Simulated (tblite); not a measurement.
# C5H12BrPSi: the cost of one run

Programs: tblite 0.8.0 and PySCF 2.14.0, with density-fitted response routines of our own. Each step states its level of theory. These are calculated values for one molecule in the gas phase, unless marked as measured. Atoms are numbered from 0 throughout.

## 1. Starting geometry

20 atoms, charge 0, multiplicity 1; geometry from: force field or distance geometry start.

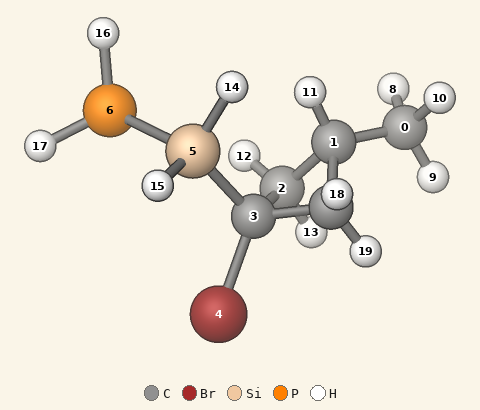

The starting geometry (carbon grey, bromine red, silicon light orange, phosphorus orange, hydrogen white), atoms numbered.

## 2. Optimising the geometry with GFN2-xTB

Job settings and geometry (Å):

```
{"job": {"kind": "relax", "xc": "GFN2-xTB", "basis": "xTB"}, "charge": 0, "multiplicity": 1}
C     -2.434500     0.801800     0.303000
C     -1.106500     0.307800    -0.141100
C     -0.123200     0.083200     1.030500
C      0.450900    -1.010000     0.142700
Br     1.191500    -2.440700     1.186100
Si     1.512000    -0.352600    -1.214800
P      2.973000     1.092100    -0.420000
C     -0.973500    -1.194000    -0.337100
H     -2.278300     1.852200     0.653600
H     -2.907800     0.169700     1.078900
H     -3.094800     0.861600    -0.589600
H     -0.716500     0.929100    -0.942500
H      0.527200     0.939500     1.222500
H     -0.624000    -0.375000     1.893700
H      0.733500     0.351400    -2.255900
H      2.210400    -1.453300    -1.895100
H      3.018000     2.206600    -1.330900
H      4.287800     0.516000    -0.249600
H     -1.080100    -1.540900    -1.372200
H     -1.570400    -1.733700     0.415100
```

Launch:

```sh
$ OMP_NUM_THREADS=1 python probes_run.py task.json out
```

This one command runs all jobs of the session in turn.

Q: Estimate the wall time and peak memory of this first job on 1 thread of Intel Xeon at 2.50GHz, shared host.

About 5.9 s, with a peak of 0.18 GiB.
